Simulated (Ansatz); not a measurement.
**C₂H₄FNOSi: how energies converge with the basis set**

How large a basis does C₂H₄FNOSi need? Two functionals are run in growing sets.

Program: Ansatz 0.2.0, Gaussian basis. Level of theory: one geometry, several basis sets. These are calculated values, not measurements.

Plan: PBE0-D4/def2-SVP; ωB97M-V/def2-SVP; PBE0-D4/def2-QZVPP; ωB97M-V/def2-QZVPP; the functionals' def2-TZVPP values are taken from earlier runs.

### 1 Structure used throughout

An earlier PBE0-D4 in a triple-zeta def2 set relaxation fixed the geometry.

SMILES `OC1([SiH3])N=C1F`, 10 atoms, charge 0, spin multiplicity 1.

Atoms are counted from 1 here; the program's logs count them from 0.

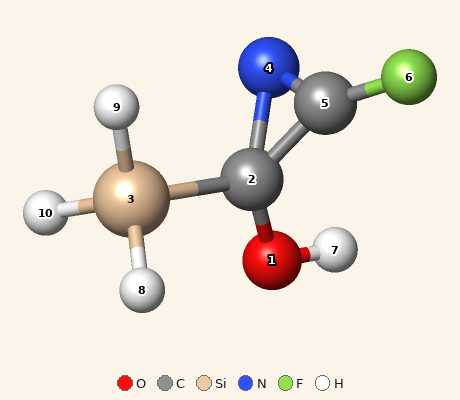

The structure; oxygen red, carbon grey, silicon light orange, nitrogen blue, fluorine green, hydrogen white; atoms are numbered from 1 in the order of the file.

### 2 PBE0-D4 in def2-SVP

Input file in.yaml:

```yaml
crystal:
  periodic: [false, false, false]
  atoms:
    - {symbol: O, position_ang: [1.348615, 0.127029, 1.029271]}
    - {symbol: C, position_ang: [0.341689, 0.247125, 0.103359]}
    - {symbol: Si, position_ang: [-0.674383, -1.338247, -0.040535]}
    - {symbol: N, position_ang: [0.701137, 0.989450, -1.278450]}
    - {symbol: C, position_ang: [-0.035021, 1.508053, -0.428873]}
    - {symbol: F, position_ang: [-0.643248, 2.650338, -0.244162]}
    - {symbol: H, position_ang: [1.835930, 0.955387, 1.107433]}
    - {symbol: H, position_ang: [-1.305406, -1.645365, 1.266975]}
    - {symbol: H, position_ang: [-1.713403, -1.100655, -1.070435]}
    - {symbol: H, position_ang: [0.227087, -2.444416, -0.441581]}
basis:
  gaussian: {orbitals: def2-SVP}
hamiltonian: {xc: pbe0, dispersion: d4}
output: {orbitals: {seedname: orbitals}}
```

Command:

```
$ ansatz run in.yaml --threads 4 --pin off --events-out ev --progress --plain --max-ram 10444MiB
```

What it wrote:

```text
Functional definition: PBE0
  name "PBE0"
  cite "Adamo & Barone, J. Chem. Phys. 110, 6158 (1999) doi:10.1063/1.478522"
  cite "Perdew, Burke & Ernzerhof, Phys. Rev. Lett. 77, 3865 (1996) doi:10.1103/PhysRevLett.77.3865"
  parent pbe
  parameter a = 0.25
  parameter kappa = 0.804
  parameter beta = 0.06672455060314922
  exchange = (1 - a)*pbe_x(kappa = kappa, mu = beta*pi^2/3) + a*exact_x
  correlation = pbe_c(beta = beta)
1207 factors; their error is unknown
mean field evaluation 1: about -16242.4936 eV, gradient 4.7e1 eV
mean field evaluation 2: about -16236.8740 eV, gradient 7.0e1 eV
mean field evaluation 4: about -16246.7117 eV, gradient 4.1e0 eV
mean field evaluation 8: about -16246.7451 eV, gradient 2.2e-1 eV
mean field evaluation 16: about -16246.7931 eV, gradient 3.1e-4 eV
mean field -16246.79314212 eV, -597.0586355009 hartree, gradient 6.0e-5 eV, S^2 0.000000; 0 other end points of the search recorded, 0 dependent functions left out
reference -16246.79316496 eV, -597.0586363402 hartree; 27, 27 occupied and 81, 81 virtual orbitals, 1207 factors
Total energy: -16246.97758899 eV, -597.0654137985 hartree
```

Wall time 0.95 s (4 threads of Arm Neoverse V2, shared host).

### 3 ωB97M-V in def2-SVP

in.yaml: that of step 2 with these lines changed.

```diff
@@ -15,3 +15,3 @@
   gaussian: {orbitals: def2-SVP}
-hamiltonian: {xc: pbe0, dispersion: d4}
+hamiltonian: {xc: {name: wB97M-V}}
 output: {orbitals: {seedname: orbitals}}
```

The command is unchanged.

What it wrote, shortened:

```text
Functional definition: wB97M-V
  name "wB97M-V"
  cite "Mardirossian & Head-Gordon, J. Chem. Phys. 144, 214110 (2016) doi:10.1063/1.4952647"
  cite "Becke, J. Chem. Phys. 107, 8554 (1997) doi:10.1063/1.475007"
  cite "Vydrov & Van Voorhis, J. Chem. Phys. 133, 244103 (2010) doi:10.1063/1.3521275"
  # Of w^i u^j: cxij and so on, Table III.
[...]
  gx(w, u) = 1 - cx + cx01*u + cx10*w
  gss(w, u) = css00 + css04*u^4 + css10*w + css20*w^2 + css43*w^4*u^3
  gos(w, u) = cos00 + cos10*w + (cos20 + cos21*u)*w^2 + (cos60 + cos61*u)*w^6
[...]
      + integral(e_c_pw_mod_opposite_spin*gos(b97_w_opposite, b97_u_opposite)) + vv10(b, c)
1207 factors; their error is unknown
286 factors; integrals over basis functions are off by at most 6.0e-6 eV
[...]
mean field -16255.76745672 eV, -597.3884354796 hartree, gradient 2.9e-5 eV, S^2 0.000000; 0 other end points of the search recorded, 0 dependent functions left out
reference -16255.76749404 eV, -597.3884368509 hartree; 27, 27 occupied and 81, 81 virtual orbitals, 1207 factors
Total energy: -16255.76749404 eV, -597.3884368509 hartree
```

Wall time 3.6 s (4 threads of Arm Neoverse V2, shared host); peak memory 0.34 GiB.

### 4 PBE0-D4 in def2-QZVPP

in.yaml: that of step 3 with these lines changed.

```diff
@@ -14,4 +14,4 @@
 basis:
-  gaussian: {orbitals: def2-SVP}
-hamiltonian: {xc: {name: wB97M-V}}
+  gaussian: {orbitals: "def2-QZVPP.json"}
+hamiltonian: {xc: pbe0, dispersion: d4}
 output: {orbitals: {seedname: orbitals}}
```

The command is unchanged.

What it wrote:

```text
Functional definition: PBE0
  name "PBE0"
  cite "Adamo & Barone, J. Chem. Phys. 110, 6158 (1999) doi:10.1063/1.478522"
  cite "Perdew, Burke & Ernzerhof, Phys. Rev. Lett. 77, 3865 (1996) doi:10.1103/PhysRevLett.77.3865"
  parent pbe
  parameter a = 0.25
  parameter kappa = 0.804
  parameter beta = 0.06672455060314922
  exchange = (1 - a)*pbe_x(kappa = kappa, mu = beta*pi^2/3) + a*exact_x
  correlation = pbe_c(beta = beta)
1507 factors; their error is unknown
mean field evaluation 1: about -16254.1556 eV, gradient 5.7e1 eV
mean field evaluation 2: about -16246.5837 eV, gradient 8.3e1 eV
mean field evaluation 4: about -16260.0604 eV, gradient 5.5e0 eV
mean field evaluation 8: about -16260.1124 eV, gradient 1.8e-1 eV
mean field evaluation 16: about -16260.1232 eV, gradient 2.5e-4 eV
mean field -16260.12320762 eV, -597.5485063729 hartree, gradient 5.2e-5 eV, S^2 0.000000; 0 other end points of the search recorded, 0 dependent functions left out
reference -16260.12324574 eV, -597.5485077735 hartree; 27, 27 occupied and 448, 448 virtual orbitals, 1507 factors
Total energy: -16260.30766977 eV, -597.5552852318 hartree
```

Wall time 7 s (4 threads of Arm Neoverse V2, shared host); peak memory 1.7 GiB.

### 5 ωB97M-V in def2-QZVPP

in.yaml: that of step 4 with these lines changed.

```diff
@@ -15,3 +15,3 @@
   gaussian: {orbitals: "def2-QZVPP.json"}
-hamiltonian: {xc: pbe0, dispersion: d4}
+hamiltonian: {xc: {name: wB97M-V}}
 output: {orbitals: {seedname: orbitals}}
```

The command is unchanged.

What it wrote, shortened:

```text
Functional definition: wB97M-V
  name "wB97M-V"
  cite "Mardirossian & Head-Gordon, J. Chem. Phys. 144, 214110 (2016) doi:10.1063/1.4952647"
  cite "Becke, J. Chem. Phys. 107, 8554 (1997) doi:10.1063/1.475007"
  cite "Vydrov & Van Voorhis, J. Chem. Phys. 133, 244103 (2010) doi:10.1063/1.3521275"
  # Of w^i u^j: cxij and so on, Table III.
[...]
  gx(w, u) = 1 - cx + cx01*u + cx10*w
  gss(w, u) = css00 + css04*u^4 + css10*w + css20*w^2 + css43*w^4*u^3
  gos(w, u) = cos00 + cos10*w + (cos20 + cos21*u)*w^2 + (cos60 + cos61*u)*w^6
[...]
      + integral(e_c_pw_mod_opposite_spin*gos(b97_w_opposite, b97_u_opposite)) + vv10(b, c)
1487 factors; their error is unknown
353 factors; integrals over basis functions are off by at most 1.1e-5 eV
[...]
mean field -16269.33030842 eV, -597.8868610864 hartree, gradient 6.0e-5 eV, S^2 0.000000; 0 other end points of the search recorded, 0 dependent functions left out
reference -16269.33036993 eV, -597.8868633467 hartree; 27, 27 occupied and 448, 448 virtual orbitals, 1487 factors
Total energy: -16269.33036993 eV, -597.8868633467 hartree
```

Run time: 17 s. Hardware: 4 threads of Arm Neoverse V2, shared host; peak memory 2 GiB.

### 6 Density functionals: the series

The def2-TZVPP values come from earlier runs at the same geometry.

| functional | basis | functions | energy (eV) | from the largest (eV) | HOMO (eV) | LUMO (eV) |
| --- | --- | --- | --- | --- | --- | --- |
| PBE0-D4 | def2-SVP | 108 | -16246.9776 | 13.330 | -7.76 | -0.34 |
| PBE0-D4 | def2-TZVPP | 253 | -16259.5941 | 0.714 | -7.92 | -0.56 |
| PBE0-D4 | def2-QZVPP | 475 | -16260.3077 | 0.000 | -7.97 | -0.64 |
| ωB97M-V | def2-SVP | 108 | -16255.7675 | 13.563 | -10.01 | 1.96 |
| ωB97M-V | def2-TZVPP | 253 | -16268.6665 | 0.664 | -10.20 | 1.56 |
| ωB97M-V | def2-QZVPP | 475 | -16269.3304 | 0.000 | -10.25 | 1.25 |

### 7 What came out

| quantity | value |
| --- | --- |
| PBE0-D4: double and triple zeta above quadruple | 13.33, 0.71 eV |
| ωB97M-V: double and triple zeta above quadruple | 13.56, 0.66 eV |

PBE0-D4 gains 12.62 eV from double to triple zeta, then 0.71 eV more. These are total energies; as a rule much of such shifts cancels in differences, which this series doesn't test. The LUMO of ωB97M-V is positive and keeps falling with the basis (1.96 to 1.25 eV): an unbound level that the basis holds in place.

For PBE0-D4 the largest set took about 7 times as long as the smallest (7 s against 0.95 s).
